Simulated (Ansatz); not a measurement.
**BFH$_{4}$OSi: density, localisation and related maps**

Input

```
crystal:
  periodic: [false, false, false]
  atoms:
    - { symbol: O, position_ang: [1.6475, 0.9691, -0.3012] }
    - { symbol: B, position_ang: [0.8567, -0.2136, -0.0209] }
    - { symbol: F, position_ang: [1.5181, -1.4772, 0.007] }
    - { symbol: Si, position_ang: [-0.9723, -0.1235, 0.3263] }
    - { symbol: H, position_ang: [1.5571, 1.0957, -1.3162] }
    - { symbol: H, position_ang: [-1.2949, 0.7411, 1.4955] }
    - { symbol: H, position_ang: [-1.7089, 0.4231, -0.8404] }
    - { symbol: H, position_ang: [-1.5112, -1.4719, 0.5942] }
basis:
  gaussian: { orbitals: def2-SVP }
hamiltonian:
  xc: pbe0
relax:
  f_tol: 0.02
  max_steps: 50
output:
  orbitals: {}
```

Run with:

```sh
ansatz run input.yaml --threads 1 --pin off --max-ram 2048MiB --backend cpu --events-out ev --progress --plain --runs-dir out
```

The fields are those of the relaxed geometry.

The calculation used Ansatz, RKS PBE0/def2-SVP.

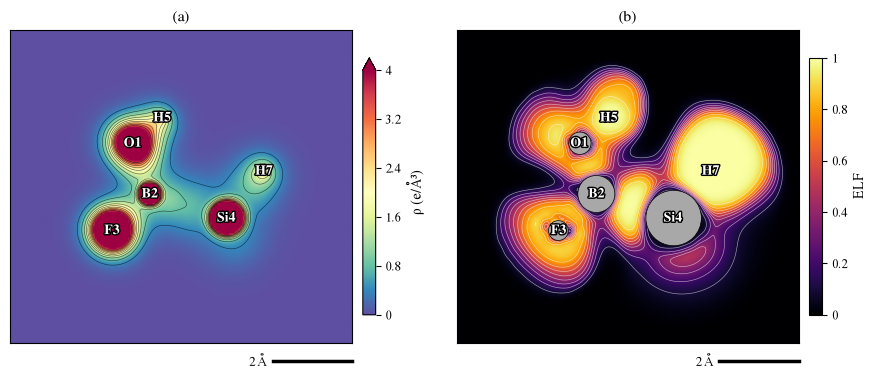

Figure 1. (a) total electron density; (b) electron localisation function on the plane of atoms O1, B2 and F3. Grey discs cover the atomic cores in the ELF map.

What does the map show?

Answer. The section cuts through O, B, F, Si and H sites.
B–F (1.33 Å): ρ is about 2.1 e/Å³ halfway; the ELF peaks at about 0.85 between the atoms: a polar covalent bond.
B–O (1.35 Å): ρ at the midpoint is about 2.2 e/Å³; the ELF peaks at about 0.90 between the atoms, as expected for a shared but strongly polarised pair.
Si–B (2.04 Å): ρ at the midpoint is about 0.79 e/Å³; the ELF peaks at about 1 between the atoms; localised, covalent bonding.
O–H (0.96 Å): ρ at the midpoint is about 3.7 e/Å³; the ELF climbs to about 1 towards the hydrogen, as it does in any bond to H (an ordinary covalent bond to hydrogen).
Si–H (1.50 Å): ρ is about 0.74 e/Å³ halfway; the ELF climbs to about 1 towards the hydrogen.
The ELF also peaks beside F3 and O1, away from the bonds: lone-pair regions.

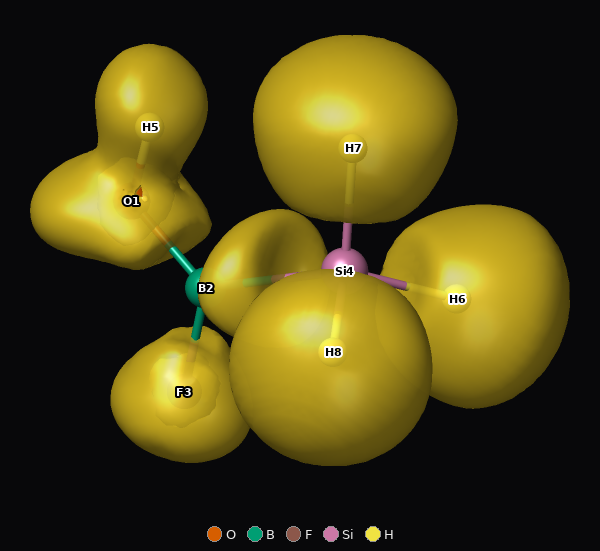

Figure 2. Isosurface of the electron localisation function at 0.75 (yellow), seen at an oblique angle. Only the valence region is drawn (cores and ρ < 0.01 e/Å³ removed).

Describe the localisation domains.

Answer. The surface consists of one region between bonded B–Si atoms (shared pairs), three regions around hydrogen nuclei, one region on F in which the atom's valence shell and bonds are merged and one joined region spread over several atoms (H, O), in which their bonds and any lone pairs are merged.

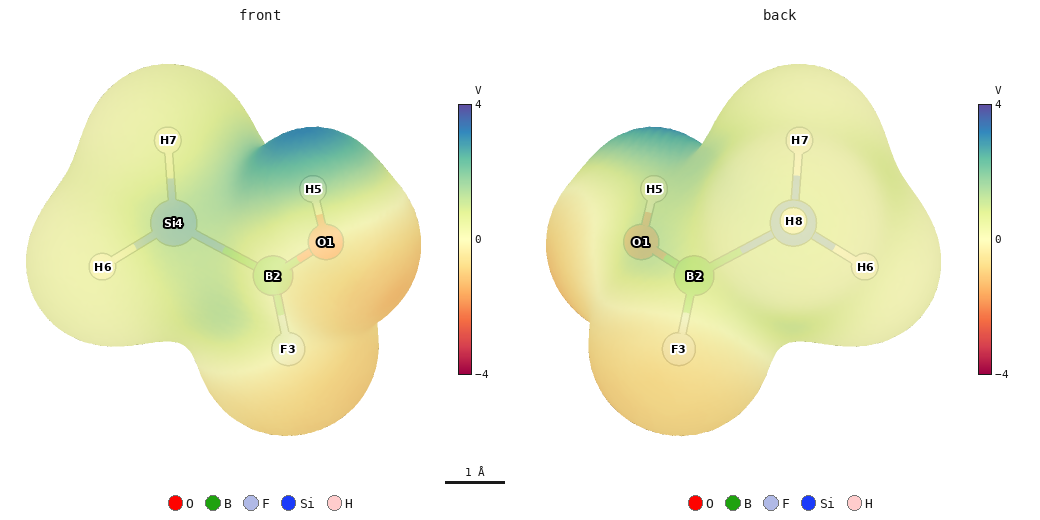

Figure 3. The electrostatic potential painted on the density surface at 0.002 e/bohr³, seen from the front and from behind; the colour scale runs from red (negative) to blue (positive).

Which sites attract a positive test charge, and which a negative one?

Answer. A positive charge is drawn to the negative regions and a negative charge to the positive ones. The most negative region (about −1.2 V) lies over O1, the most positive (about +3.0 V) over H5. O1 is the likeliest acceptor of a hydrogen bond.
